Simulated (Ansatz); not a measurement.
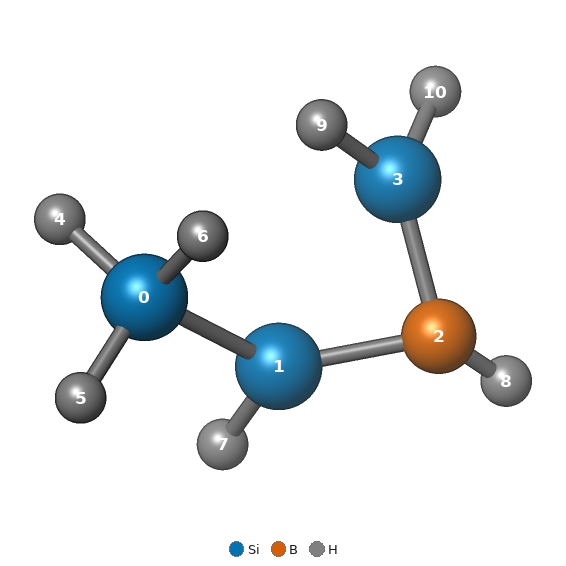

The structure as it stands in the input. Atoms are numbered from 0, in the order of the input.

Ansatz 0.2.0 input:

```yaml
crystal:
  periodic: [false, false, false]
  atoms:
    - {symbol: Si, position_ang: [-1.211070, 1.331049, -0.649155]}
    - {symbol: Si, position_ang: [-0.630712, -0.365948, 0.842228]}
    - {symbol: B, position_ang: [1.086050, -0.774735, 1.526923]}
    - {symbol: Si, position_ang: [1.637544, -0.867012, -0.273369]}
    - {symbol: H, position_ang: [-1.684273, 0.776547, -1.945250]}
    - {symbol: H, position_ang: [-2.326963, 2.111180, -0.045291]}
    - {symbol: H, position_ang: [-0.060352, 2.237955, -0.884901]}
    - {symbol: H, position_ang: [-1.838716, -1.137303, 1.257439]}
    - {symbol: H, position_ang: [1.325027, -1.573073, 2.376126]}
    - {symbol: H, position_ang: [1.429341, 0.214284, -1.267525]}
    - {symbol: H, position_ang: [2.339424, -2.009945, -0.916625]}
basis:
  gaussian: {orbitals: 6-31G}
hamiltonian: {xc: {name: SVWN5}, pseudopotentials: {relativity: scalar}}
scf: {lower_state_search: off}
```

It was started with:

```sh
ansatz run in.yaml --threads 2 --pin off --events-out ev --progress --plain --max-ram 4352MiB
```

What the program printed:

```
Functional definition: SVWN5
  name "SVWN5"
  cite "Dirac, Proc. Camb. Phil. Soc. 26, 376 (1930) doi:10.1017/S0305004100016108"
  cite "Slater, Phys. Rev. 81, 385 (1951) doi:10.1103/PhysRev.81.385"
  cite "Vosko, Wilk & Nusair, Can. J. Phys. 58, 1200 (1980) doi:10.1139/p80-159"
  exchange = slater_x
  correlation = vwn5_c
these checks for a lower state are left out or cut short: stability, starts, cluster_reference, orbital_swaps, neighbouring_geometries, increment
779 factors; integrals over basis functions are off by at most 2.0e-4 eV
mean field evaluation 1: about -24353.9531 eV, gradient 3.5e1 eV
mean field evaluation 2: about -24345.0049 eV, gradient 5.1e1 eV
mean field evaluation 4: about -24358.2781 eV, gradient 3.0e0 eV
mean field evaluation 8: about -24358.3035 eV, gradient 1.1e-1 eV
mean field evaluation 16: about -24358.3035 eV, gradient 9.4e-6 eV
mean field -24358.30351610 eV, -895.1511435654 hartree, gradient 9.4e-6 eV, S^2 0.000000; 0 other end points of the search recorded, 0 dependent functions left out
reference -24358.30355619 eV, -895.1511450388 hartree; 27, 27 occupied and 35, 35 virtual orbitals, 779 factors
Total energy: -24358.30355619 eV, -895.1511450388 hartree
Relativity: scalar
Checks for a lower state left out: stability, starts, cluster_reference, orbital_swaps, neighbouring_geometries, increment
```

The run converged.
